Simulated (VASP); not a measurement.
```yaml
crystal:
  lattice:
    - [1.64374, -2.84704, 0.00000]
    - [1.64374, 2.84704, 0.00000]
    - [0.00000, 0.00000, 5.10569]
  atoms:
    - { symbol: Sc, position: [0.33333, 0.66667, 0.25000] }
    - { symbol: Sc, position: [0.66667, 0.33333, 0.75000] }
```

Level of theory: PBE GGA with D4 dispersion, VASP's PBE PAW potentials (set 64) (plane waves; VASP). Run with 520 eV cut-off, 14×14×8 Γ-centred mesh, tetrahedra with Blöchl corrections, potentials Sc_sv.

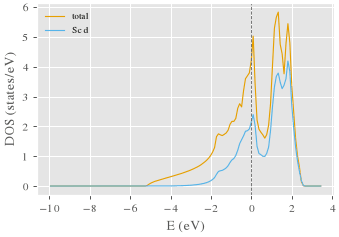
Fig. 1. Total and projected density of states, zero at the Fermi level

Within 2 eV below the Fermi level the largest weight inside VASP's projection spheres is Sc d.

It has no gap at this level: it comes out as a metal or semimetal.

The compound is Sc in the hcp structure. It was relaxed first.
